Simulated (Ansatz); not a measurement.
Three curves of one kind of scan: energy against volume (even scaling of the relaxed cell, symmetry kept). Level of theory: PBE (plane waves to 420 eV, PAW, scalar-relativistic; Ansatz, a first-principles code). Each is measured from its own zero (the relaxed starting cell). 

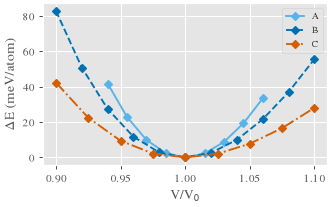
Curves A, B and C.

```csv
V/V₀,ΔE (meV/atom)
0.940,42
0.970,10
1.000,0
1.030,9
1.060,33
```

Question: Which curve does this table belong to?

Answer: Curve A, which is NbN (rock salt). The others: B is Ni (fcc, Cu type); C is CuI (zinc blende).

All were relaxed with their symmetry unable to fall. CuI is run without spin polarisation. NbN is run without spin polarisation. Relaxed Ni ends ferromagnetic. Spin-orbit coupling is left out. This is a high-temperature form of NbN. Other magnetic orders were not checked, so this need not be the ground state. (This holds for the magnetic or f-shell members.)

(Under strain, the slope of the energy per volume gives the stress and its curvature an elastic modulus.)
